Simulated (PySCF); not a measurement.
## Geometry relaxation of Si$_{2}$H$_{2}$Cl$_{3}$OF

The run: geometry relaxation of Si$_{2}$H$_{2}$Cl$_{3}$OF, SMILES O[SiH](Cl)[Si](F)(Cl)Cl. Method and program: PBE0-D3(BJ)/def2-SVP geometry optimisation, gas phase (PySCF 2.14.0).

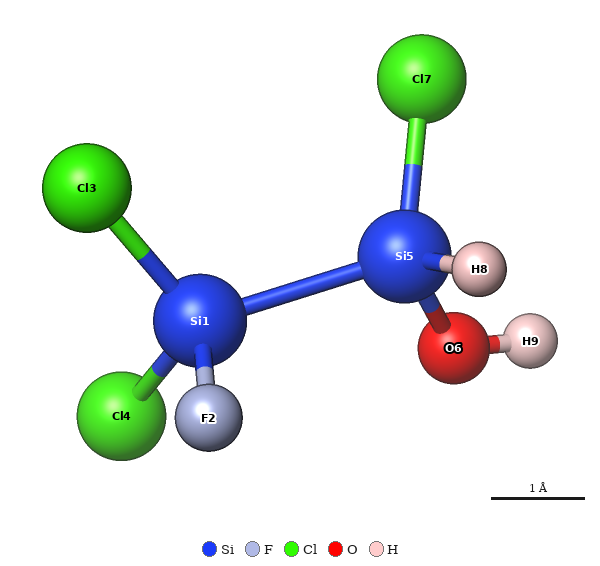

Figure 1. The input geometry (ball-and-stick view, seen at a tilt; atoms are numbered from 1 in the order of the input). Bond lengths as drawn: Cl–Si 1.98 to 2.01 Å, F–Si 1.61 Å, H–O 0.94 Å, H–Si 1.48 Å, O–Si 1.60 Å and Si–Si 2.33 Å.

### Results in brief

| quantity | value |
| --- | --- |
| outcome | converged |
| total energy | −2134.505709 hartree |
| dipole moment | 2.76 D |
| point group | C1 |
| hardware | 1 CPU thread, shared host |
| wall time | 2.9 min |
| peak memory | 0.62 GiB |

### Input
```
{"job": {"xc": "PBE0", "basis": "def2-SVP", "d3": "d3bj", "grid": 2, "kind": "geom", "shake": 0.01}, "charge": 0, "multiplicity": 1}
Si     1.189716    -0.416075     0.616253
F      2.344219     0.510389    -0.027778
Cl     1.426152    -0.198957     2.589585
Cl     1.658883    -2.254603     0.043790
Si    -0.761493     0.553791    -0.204616
O     -1.049193    -0.334478    -1.509032
Cl    -2.318747     0.446221     1.069114
H     -0.608528     1.977240    -0.562511
H     -1.836760    -0.306676    -2.023356
```

The first line tells a small driver script what to run in PySCF; the rest is the geometry in Å.

Launched with:
```bash
OMP_NUM_THREADS=1 python <driver script> task.json out
```

### Log
```
step   0  E = -2134.49533217  max force = 0.027512
step   1  E = -2134.50386429  max force = 0.006675
step   2  E = -2134.50446156  max force = 0.003728
step   3  E = -2134.50476118  max force = 0.001315
step   4  E = -2134.50485699  max force = 0.001614
step   5  E = -2134.50508014  max force = 0.002425
step   6  E = -2134.50523253  max force = 0.001920
step   7  E = -2134.50540418  max force = 0.001534
step   8  E = -2134.50552887  max force = 0.001236
step   9  E = -2134.50557087  max force = 0.001702
step  10  E = -2134.50562272  max force = 0.001009
step  11  E = -2134.50565510  max force = 0.000652
step  12  E = -2134.50568179  max force = 0.000771
step  13  E = -2134.50569323  max force = 0.000704
step  14  E = -2134.50570310  max force = 0.000532
step  15  E = -2134.50570763  max force = 0.000530
step  16  E = -2134.50570931  max force = 0.000409
optimisation converged
```

### Trajectory as extended XYZ (Å, eV, eV/Å), 17 frames, from step=0 to step=16
```
9
Properties=species:S:1:pos:R:3:forces:R:3 step=0 energy=-58082.57644
Si    1.1897   -0.4161    0.6162   -0.0504   1.3946  -0.4631
F     2.3442    0.5104   -0.0278    0.2830   0.3126  -0.2684
Cl    1.4262   -0.1990    2.5896   -0.0601  -0.0002   1.1988
Cl    1.6589   -2.2546    0.0438    0.0195  -1.4147  -0.3616
Si   -0.7615    0.5538   -0.2046    0.6816   0.4959   0.3438
O    -1.0492   -0.3345   -1.5090    0.6675  -1.1554  -0.8394
Cl   -2.3188    0.4462    1.0691   -0.8064  -0.0649   0.8778
H    -0.6085    1.9772   -0.5625    0.1926   0.2973   0.1156
H    -1.8368   -0.3067   -2.0234   -0.9271   0.1347  -0.6034
9
Properties=species:S:1:pos:R:3:forces:R:3 step=1 energy=-58082.80861
Si    1.2649   -0.1389    0.5416   -0.1289  -0.3432   0.0988
F     2.4406    0.7579   -0.1146    0.0178  -0.0675   0.0778
Cl    1.3717    0.0331    2.5893    0.0104   0.0664  -0.2701
Cl    1.5811   -2.1094    0.0362    0.0069   0.2763   0.0506
Si   -0.7687    0.6303   -0.3235   -0.1588   0.1106   0.3013
O    -1.0510   -0.2943   -1.6575    0.0086  -0.0561  -0.0443
Cl   -2.2968    0.4345    1.0810    0.2916  -0.0349  -0.2044
H    -0.6532    2.0888   -0.6049   -0.0775  -0.0112  -0.0657
H    -1.8589   -0.1842   -2.1703    0.0300   0.0596   0.0559
9
Properties=species:S:1:pos:R:3:forces:R:3 step=2 energy=-58082.82487
Si    1.2576   -0.1467    0.5381   -0.0321  -0.1917   0.0421
F     2.4471    0.7347   -0.1113    0.0449  -0.0153   0.0083
Cl    1.3706    0.0549    2.5749   -0.0135   0.0419  -0.0967
Cl    1.5793   -2.1113    0.0443   -0.0177   0.1365   0.0276
Si   -0.7666    0.6359   -0.3217   -0.0858   0.0962   0.1648
O    -1.0480   -0.2856   -1.6576    0.0165  -0.0838  -0.0626
Cl   -2.2706    0.4067    1.0875    0.1361  -0.0244  -0.0713
H    -0.6805    2.0938   -0.6157   -0.0419  -0.0051  -0.0176
H    -1.8594   -0.1645   -2.1609   -0.0063   0.0456   0.0054
9
Properties=species:S:1:pos:R:3:forces:R:3 step=3 energy=-58082.83302
Si    1.2564   -0.1530    0.5291    0.0304   0.0311  -0.0460
F     2.4661    0.7011   -0.1208    0.0250  -0.0088  -0.0232
Cl    1.3640    0.0952    2.5541   -0.0099   0.0208   0.0676
Cl    1.5624   -2.1173    0.0634   -0.0173  -0.0331   0.0012
Si   -0.7648    0.6403   -0.3194    0.0384   0.0291  -0.0290
O    -1.0473   -0.2738   -1.6633   -0.0054  -0.0498  -0.0309
Cl   -2.2270    0.3589    1.1081   -0.0398  -0.0187   0.0587
H    -0.7191    2.0989   -0.6167   -0.0146   0.0052   0.0226
H    -1.8612   -0.1326   -2.1571   -0.0068   0.0243  -0.0211
9
Properties=species:S:1:pos:R:3:forces:R:3 step=4 energy=-58082.83562
Si    1.2600   -0.1537    0.5230    0.0283   0.0830  -0.0501
F     2.4786    0.6813   -0.1363   -0.0002  -0.0187  -0.0180
Cl    1.3666    0.1217    2.5448    0.0016   0.0149   0.0700
Cl    1.5473   -2.1244    0.0800   -0.0112  -0.0640  -0.0016
Si   -0.7650    0.6393   -0.3175    0.0588  -0.0033  -0.0771
O    -1.0495   -0.2667   -1.6687   -0.0116  -0.0172   0.0047
Cl   -2.2094    0.3319    1.1216   -0.0607  -0.0170   0.0631
H    -0.7377    2.0997   -0.6072   -0.0071   0.0066   0.0289
H    -1.8614   -0.1112   -2.1622    0.0022   0.0155  -0.0199
9
Properties=species:S:1:pos:R:3:forces:R:3 step=5 energy=-58082.84170
Si    1.2705   -0.1562    0.5050    0.0013   0.1233  -0.0102
F     2.5065    0.6160   -0.1972   -0.0491  -0.0230  -0.0049
Cl    1.3939    0.2057    2.5155    0.0295  -0.0004   0.0149
Cl    1.4966   -2.1495    0.1396    0.0004  -0.0793   0.0045
Si   -0.7676    0.6328   -0.3095    0.0564  -0.0668  -0.1247
O    -1.0576   -0.2424   -1.6840   -0.0178   0.0577   0.0788
Cl   -2.1709    0.2524    1.1560   -0.0523  -0.0103   0.0229
H    -0.7857    2.0997   -0.5643    0.0094   0.0067   0.0308
H    -1.8562   -0.0407   -2.1836    0.0223  -0.0079  -0.0121
9
Properties=species:S:1:pos:R:3:forces:R:3 step=6 energy=-58082.84584
Si    1.2746   -0.1595    0.4929   -0.0183   0.0886   0.0367
F     2.5128    0.5610   -0.2568   -0.0438  -0.0039  -0.0058
Cl    1.4363    0.2769    2.4886    0.0322  -0.0144  -0.0339
Cl    1.4547   -2.1707    0.1977    0.0041  -0.0498   0.0137
Si   -0.7720    0.6250   -0.3003    0.0222  -0.0845  -0.0987
O    -1.0626   -0.2199   -1.6946   -0.0151   0.0844   0.0927
Cl   -2.1547    0.1885    1.1738   -0.0204  -0.0034  -0.0213
H    -0.8158    2.0971   -0.5188    0.0142   0.0047   0.0229
H    -1.8438    0.0194   -2.2052    0.0249  -0.0217  -0.0063
9
Properties=species:S:1:pos:R:3:forces:R:3 step=7 energy=-58082.85051
Si    1.2751   -0.1635    0.4830   -0.0261   0.0075   0.0789
F     2.5021    0.4964   -0.3354    0.0000   0.0150  -0.0222
Cl    1.5065    0.3653    2.4512    0.0141  -0.0248  -0.0658
Cl    1.4085   -2.1932    0.2824    0.0056   0.0105   0.0185
Si   -0.7804    0.6120   -0.2873   -0.0333  -0.0653  -0.0163
O    -1.0650   -0.1887   -1.7069   -0.0036   0.0761   0.0578
Cl   -2.1526    0.1071    1.1800    0.0216   0.0068  -0.0634
H    -0.8452    2.0901   -0.4537    0.0091   0.0024   0.0093
H    -1.8196    0.0923   -2.2359    0.0127  -0.0282   0.0031
9
Properties=species:S:1:pos:R:3:forces:R:3 step=8 energy=-58082.85391
Si    1.2748   -0.1671    0.4757   -0.0094  -0.0414   0.0636
F     2.4842    0.4333   -0.4118    0.0088   0.0053  -0.0267
Cl    1.5814    0.4495    2.4070   -0.0048  -0.0146  -0.0475
Cl    1.3715   -2.2082    0.3744    0.0076   0.0433   0.0091
Si   -0.7902    0.5989   -0.2733   -0.0562  -0.0249   0.0511
O    -1.0640   -0.1525   -1.7188    0.0177   0.0427  -0.0029
Cl   -2.1590    0.0215    1.1711    0.0361   0.0119  -0.0607
H    -0.8746    2.0812   -0.3850    0.0061   0.0023   0.0036
H    -1.7946    0.1614   -2.2620   -0.0059  -0.0246   0.0103
9
Properties=species:S:1:pos:R:3:forces:R:3 step=9 energy=-58082.85505
Si    1.2747   -0.1749    0.4619    0.0199  -0.0664   0.0108
F     2.4526    0.3226   -0.5269   -0.0121  -0.0021  -0.0091
Cl    1.6904    0.5792    2.3206   -0.0137   0.0047   0.0016
Cl    1.3228   -2.2199    0.5213    0.0116   0.0450  -0.0027
Si   -0.8048    0.5803   -0.2504   -0.0554   0.0131   0.0875
O    -1.0606   -0.0881   -1.7363    0.0403   0.0040  -0.0665
Cl   -2.1602   -0.1182    1.1501    0.0279   0.0213  -0.0344
H    -0.9243    2.0644   -0.2741    0.0086   0.0003  -0.0003
H    -1.7612    0.2724   -2.2889   -0.0271  -0.0200   0.0130
9
Properties=species:S:1:pos:R:3:forces:R:3 step=10 energy=-58082.85646
Si    1.2737   -0.1724    0.4699    0.0013  -0.0410  -0.0086
F     2.4567    0.3660   -0.4911   -0.0031   0.0001  -0.0061
Cl    1.6557    0.5336    2.3541   -0.0081   0.0081   0.0029
Cl    1.3470   -2.2163    0.4717    0.0055   0.0228   0.0022
Si   -0.8009    0.5871   -0.2566   -0.0219   0.0114   0.0519
O    -1.0548   -0.1063   -1.7321    0.0376   0.0087  -0.0443
Cl   -2.1705   -0.0707    1.1472    0.0067   0.0041  -0.0109
H    -0.9034    2.0719   -0.3065    0.0039   0.0000   0.0018
H    -1.7740    0.2249   -2.2792   -0.0219  -0.0142   0.0110
9
Properties=species:S:1:pos:R:3:forces:R:3 step=11 energy=-58082.85734
Si    1.2724   -0.1726    0.4728   -0.0064  -0.0167  -0.0335
F     2.4486    0.3734   -0.4924    0.0038   0.0018   0.0027
Cl    1.6529    0.5322    2.3570   -0.0009   0.0134   0.0159
Cl    1.3585   -2.2147    0.4712    0.0013  -0.0006   0.0032
Si   -0.8014    0.5879   -0.2551    0.0088   0.0138   0.0139
O    -1.0440   -0.1007   -1.7352    0.0307   0.0066  -0.0309
Cl   -2.1813   -0.0717    1.1345   -0.0172  -0.0080   0.0160
H    -0.8990    2.0732   -0.3000   -0.0010  -0.0013   0.0036
H    -1.7773    0.2108   -2.2753   -0.0192  -0.0090   0.0091
9
Properties=species:S:1:pos:R:3:forces:R:3 step=12 energy=-58082.85807
Si    1.2721   -0.1723    0.4725   -0.0070   0.0118  -0.0397
F     2.4381    0.3729   -0.5057    0.0076  -0.0004   0.0125
Cl    1.6577    0.5488    2.3495    0.0055   0.0141   0.0197
Cl    1.3703   -2.2127    0.4872   -0.0020  -0.0182   0.0012
Si   -0.8031    0.5863   -0.2515    0.0283   0.0089  -0.0274
O    -1.0277   -0.0838   -1.7436    0.0120   0.0058  -0.0082
Cl   -2.1936   -0.0939    1.1156   -0.0279  -0.0158   0.0296
H    -0.9025    2.0719   -0.2764   -0.0051  -0.0009   0.0055
H    -1.7818    0.2006   -2.2700   -0.0114  -0.0052   0.0068
9
Properties=species:S:1:pos:R:3:forces:R:3 step=13 energy=-58082.85838
Si    1.2739   -0.1703    0.4694   -0.0025   0.0221  -0.0201
F     2.4366    0.3692   -0.5154    0.0076  -0.0022   0.0114
Cl    1.6619    0.5678    2.3403    0.0046   0.0078   0.0098
Cl    1.3756   -2.2102    0.5018   -0.0027  -0.0163  -0.0011
Si   -0.8040    0.5840   -0.2502    0.0219   0.0008  -0.0362
O    -1.0200   -0.0713   -1.7507   -0.0015   0.0075   0.0069
Cl   -2.1955   -0.1172    1.1061   -0.0176  -0.0128   0.0204
H    -0.9110    2.0693   -0.2583   -0.0046  -0.0015   0.0049
H    -1.7881    0.1966   -2.2655   -0.0052  -0.0052   0.0041
9
Properties=species:S:1:pos:R:3:forces:R:3 step=14 energy=-58082.85865
Si    1.2779   -0.1649    0.4647    0.0026   0.0231   0.0124
F     2.4428    0.3699   -0.5197    0.0058  -0.0032   0.0033
Cl    1.6614    0.5877    2.3320    0.0006  -0.0020  -0.0065
Cl    1.3817   -2.2048    0.5119   -0.0021  -0.0056  -0.0036
Si   -0.8038    0.5816   -0.2517    0.0039  -0.0104  -0.0273
O    -1.0164   -0.0621   -1.7580   -0.0123   0.0096   0.0181
Cl   -2.1903   -0.1420    1.1004    0.0019  -0.0045   0.0011
H    -0.9231    2.0657   -0.2442   -0.0020  -0.0008   0.0022
H    -1.8007    0.1868   -2.2580    0.0016  -0.0061   0.0003
9
Properties=species:S:1:pos:R:3:forces:R:3 step=15 energy=-58082.85877
Si    1.2819   -0.1581    0.4614    0.0037   0.0155   0.0272
F     2.4518    0.3761   -0.5172    0.0028  -0.0023  -0.0032
Cl    1.6567    0.5985    2.3295   -0.0018  -0.0062  -0.0143
Cl    1.3868   -2.1983    0.5121   -0.0006   0.0027  -0.0040
Si   -0.8030    0.5800   -0.2548   -0.0077  -0.0133  -0.0105
O    -1.0178   -0.0610   -1.7617   -0.0124   0.0082   0.0168
Cl   -2.1817   -0.1561    1.1002    0.0118   0.0014  -0.0095
H    -0.9322    2.0633   -0.2410   -0.0002  -0.0001  -0.0007
H    -1.8131    0.1735   -2.2512    0.0043  -0.0056  -0.0019
9
Properties=species:S:1:pos:R:3:forces:R:3 step=16 energy=-58082.85882
Si    1.2851   -0.1512    0.4600    0.0021   0.0051   0.0210
F     2.4586    0.3846   -0.5132   -0.0001   0.0001  -0.0052
Cl    1.6521    0.6039    2.3298   -0.0014  -0.0045  -0.0110
Cl    1.3919   -2.1917    0.5082    0.0008   0.0049  -0.0022
Si   -0.8026    0.5790   -0.2575   -0.0091  -0.0083   0.0025
O    -1.0206   -0.0645   -1.7624   -0.0062   0.0035   0.0079
Cl   -2.1738   -0.1630    1.1020    0.0101   0.0028  -0.0087
H    -0.9385    2.0616   -0.2434    0.0000   0.0000  -0.0024
H    -1.8226    0.1592   -2.2462    0.0039  -0.0036  -0.0019
```

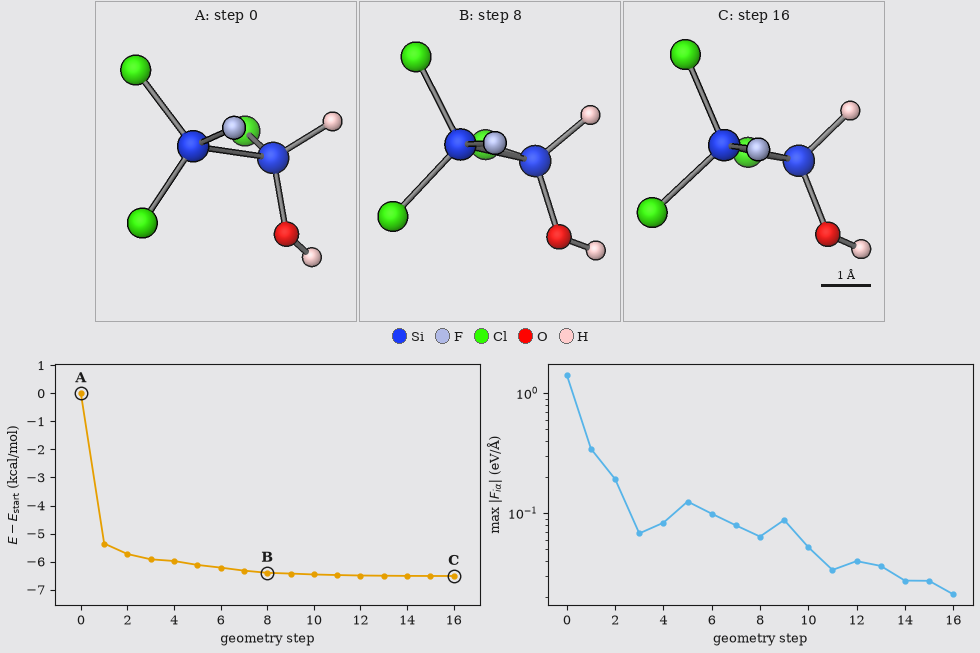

Figure 2. Frames of the relaxation (ball-and-stick view, seen at a tilt) above the curves, on which the letters mark them (steps are counted from 0).

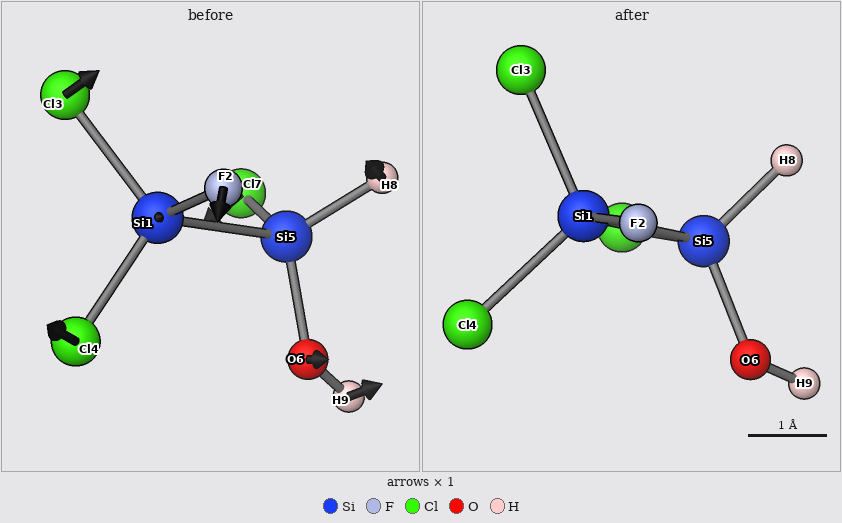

Figure 3. Before (left) and after (right) the relaxation, at one scale (ball-and-stick view, seen at a tilt). The black arrows give the displacements, at true length. After 16 geometry steps the energy has fallen by 6.51 kcal/mol. Largest force component: 1.4 eV/Å at the start, 0.021 eV/Å at the end. The largest moves after the best rigid fit, 0.68 Å, are those of Cl4 and Cl7. By element the largest moves are Cl 0.68 Å, H 0.51 Å, F 0.50 Å, O 0.32 Å, Si 0.10 Å. Among the contacts that change: Si1–Cl4 1.982 → 2.044 Å, Si5–Cl7 2.015 → 2.069 Å, Si1–Cl3 1.999 → 2.050 Å, Si5–O6 1.604 → 1.651 Å. Among the angles that change: F2–Si1–Si5 102.7° → 111.2°, Si1–Si5–Cl7 113.7° → 106.2°, Cl4–Si1–Si5 118.9° → 111.6°. (Atoms are counted from 1 in the order of the input.)
